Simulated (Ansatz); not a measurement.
Fields on a plane of NbN (rock salt)

```
CELL_PARAMETERS angstrom
      0.00000     2.19004     2.19004
      2.19004     0.00000     2.19004
      2.19004     2.19004     0.00000
ATOMIC_POSITIONS crystal
  N  0.00000 0.00000 0.00000
  Nb 0.50000 0.50000 0.50000
```

The slice is a {110} plane (indices of the conventional cell) through the point (0.000, 0.000, 0.000) (fractional), spanned by u = [100] and v = [1 -1 -1] in vectors of this cell: u (3.10 Å) and v (4.38 Å, at 90° to u). It covers one period; positions are fractions (u, v).

Atoms on it: N at (0.00, 0.00); Nb at (0.00, 0.50).

All values below come from PBEsol (plane waves to 420 eV, PAW, scalar-relativistic; Ansatz, an electronic-structure program). k mesh 18×18×18. These are valence fields of a PAW run, semicore shells included where kept as valence: close to a nucleus they are smooth pseudo fields. NbN is run without spin polarisation. NbN was relaxed with its symmetry unable to fall. This is a high-temperature form of NbN.

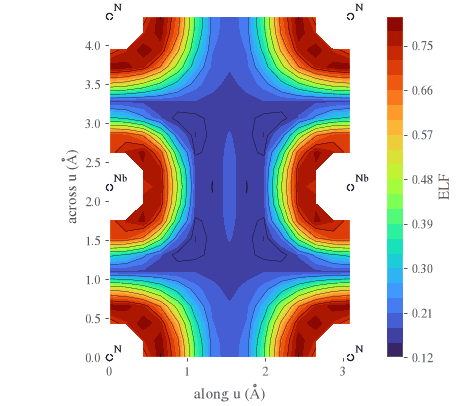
Figure: Electron localisation function (ELF), one period of the plane, atoms marked. Points within 0.4 Å of a nucleus are left white, as the pseudised field means little there.

```
|8888775533221111112233557788|
|8877664433111100111133446677|
|6655443322110000001122334455|
|4444332211000000000011223344|
|3333222211000000000011222233|
|5555442211000000000011224455|
|8877664422110000001122446677|
|9999886644221100112244668899|
|9999997755221111112255779999|
|9999998855221111112255889999|
|9999997755221111112255779999|
|9999886644221100112244668899|
|8877664422110000001122446677|
|5555442211000000000011224455|
|3333222211000000000011222233|
|4444332211000000000011223344|
|6655443322110000001122334455|
|8877664433111100111133446677|
|8888775533221111112233557788|
|8888886644221111112244668888|
```
Scale: ten equal steps from -0.83 (start of '0') to 0.72 (end of '9'), in the order '0123456789'. Values: log₁₀ of the valence density in e/Å³. The map has 14 points along u (two characters each, u = 0 at the left) and 20 along v (v = 0 in the bottom row). The scale is logarithmic, as a density can span decades between atoms and voids.

* **Density on the N–Nb line (2.19 Å) at its density minimum, 1.0 Å from N**: 0.55 e/Å³
* **ELF at that point**: 0.2
